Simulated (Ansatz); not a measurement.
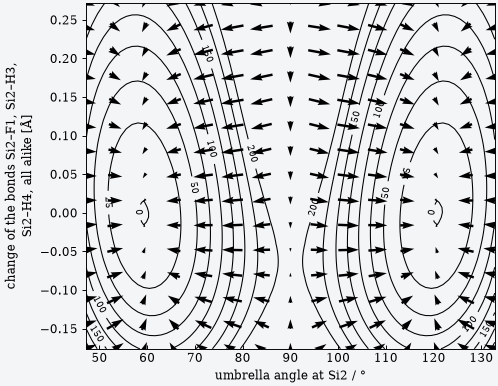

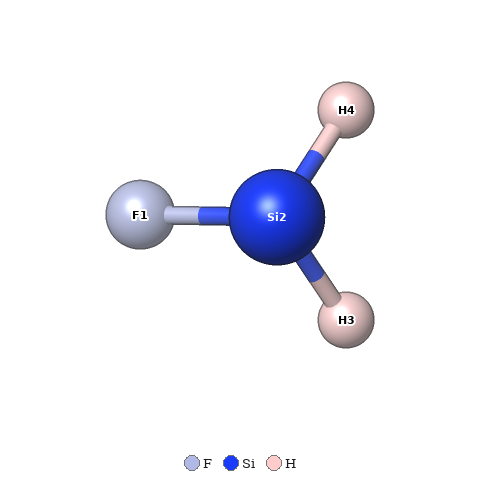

Energy landscape of FH2Si, SMILES F[SiH2-], charge −1. First axis: umbrella angle at Si2 (between each of its bonds and their common axis; 90 is planar). Second axis: change of the bonds Si2–F1, Si2–H3, Si2–H4, all alike. Nothing is relaxed (all other coordinates rigid). The scan uses a 15 × 15 grid; 120 points were computed and 105 follow by symmetry. Points are written as (first, second). All energies are given in kJ/mol relative to the lowest grid point. The restricted reference is unstable at some or all points, so the energies there are unreliable. Theory: RHF-MP2, frozen core/def2-TZVPD in Ansatz 0.2.0.

In the figure: contour lines labelled in kJ/mol (none above 200), arrows along the force (downhill), their lengths compressed. Between grid points the surface is interpolated. The second picture is the structure at the lowest point.

Question: Summarise what can be read from the map.

Answer: The lowest grid point is at (59.4°, −0.016 Å); the map holds 2 wells of about this depth. It is the only kind of minimum in the scanned range. The highest grid point, (90.0°, 0.272 Å), lies 410 kJ/mol above the lowest. Round the minimum the valley is somewhat tilted: raising the first coordinate shifts the best value of the second coordinate downwards (coupling k₁₂/√(k₁₁k₂₂) about 0.2).

Grid values (kJ/mol):

| second ↓, first → | 47.2 | 53.3 | 59.4 | 65.5 | 71.7 | 77.8 | 83.9 | 90.0 | 96.1 | 102.2 | 108.3 | 114.5 | 120.6 | 126.7 | 132.8 |
| --- | --- | --- | --- | --- | --- | --- | --- | --- | --- | --- | --- | --- | --- | --- | --- |
| 0.272 | 151 | 116 | 111 | 133 | 181 | 250 | 339 | 410 | 339 | 250 | 181 | 133 | 111 | 116 | 151 |
| 0.240 | 133 | 96 | 91 | 113 | 162 | 232 | 322 | 386 | 322 | 232 | 162 | 113 | 91 | 96 | 133 |
| 0.208 | 116 | 78 | 71 | 94 | 143 | 215 | 303 | 357 | 303 | 215 | 143 | 94 | 71 | 78 | 116 |
| 0.176 | 102 | 61 | 54 | 76 | 125 | 197 | 283 | 329 | 283 | 197 | 125 | 76 | 54 | 61 | 102 |
| 0.144 | 89 | 46 | 38 | 59 | 109 | 180 | 262 | 303 | 262 | 180 | 109 | 59 | 38 | 46 | 89 |
| 0.112 | 79 | 34 | 24 | 45 | 94 | 164 | 242 | 278 | 242 | 164 | 94 | 45 | 24 | 34 | 79 |
| 0.080 | 72 | 24 | 13 | 33 | 81 | 150 | 224 | 256 | 224 | 150 | 81 | 33 | 13 | 24 | 72 |
| 0.048 | 69 | 18 | 4 | 23 | 71 | 138 | 208 | 237 | 208 | 138 | 71 | 23 | 4 | 18 | 69 |
| 0.016 | 70 | 15 | 0 | 18 | 64 | 129 | 195 | 222 | 195 | 129 | 64 | 18 | 0 | 15 | 70 |
| −0.016 | 76 | 18 | 0 | 16 | 61 | 123 | 185 | 211 | 185 | 123 | 61 | 16 | 0 | 18 | 76 |
| −0.048 | 88 | 26 | 5 | 19 | 62 | 122 | 181 | 205 | 181 | 122 | 62 | 19 | 5 | 26 | 88 |
| −0.080 | 106 | 40 | 16 | 28 | 69 | 127 | 183 | 205 | 183 | 127 | 69 | 28 | 16 | 40 | 106 |
| −0.112 | 132 | 61 | 35 | 44 | 83 | 138 | 191 | 212 | 191 | 138 | 83 | 44 | 35 | 61 | 132 |
| −0.144 | 167 | 91 | 61 | 68 | 104 | 157 | 207 | 227 | 207 | 157 | 104 | 68 | 61 | 91 | 167 |
| −0.176 | 213 | 131 | 97 | 101 | 135 | 185 | 233 | 252 | 233 | 185 | 135 | 101 | 97 | 131 | 213 |

The whole map (120 points run) took 3 min on 1 thread of AMD EPYC 9R14 (Zen 4), with other jobs on the host.
